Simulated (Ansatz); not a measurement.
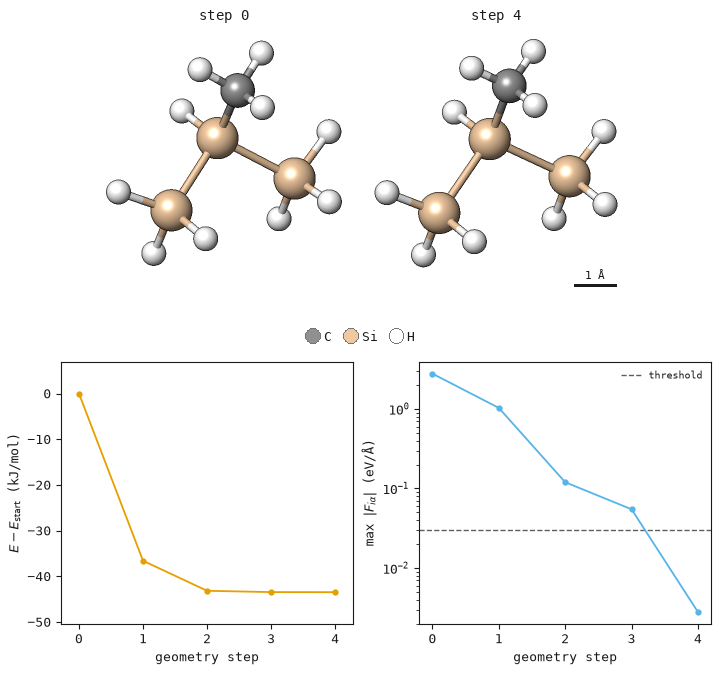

First and last geometry of a relaxation of CH10Si3 (coarse preliminary run), with the history of the run. A ball-and-stick model, seen at a tilt.

The start comes from a force field.

These are results of RKS PBE-D4/def2-SVP in Ansatz, not measurements. Set-up: force threshold 0.03 eV/Å; at most 200 steps.

Did the run converge, and what did it change?

Answer. It converged. The largest move after the best rigid fit is that of a Si atom, 0.14 Å. Largest moves by element: Si 0.14 Å, H 0.12 Å, C 0.12 Å. Some distances before and after: H–Si 1.407 → 1.508 Å, C–Si 1.809 → 1.903 Å, Si–Si 2.264 → 2.354 Å, H–Si 1.569 → 1.508 Å. Bond angles that change, for instance: H–C–H 102.1° → 108.3°, Si–C–H 116.1° → 110.5°, Si–Si–H 113.9° → 108.5°. After 4 geometry steps the energy has fallen by 43.5 kJ/mol. Largest force component: 2.8 eV/Å at the start, 0.0028 eV/Å at the end. The run took roughly 28 core-seconds on a shared host.
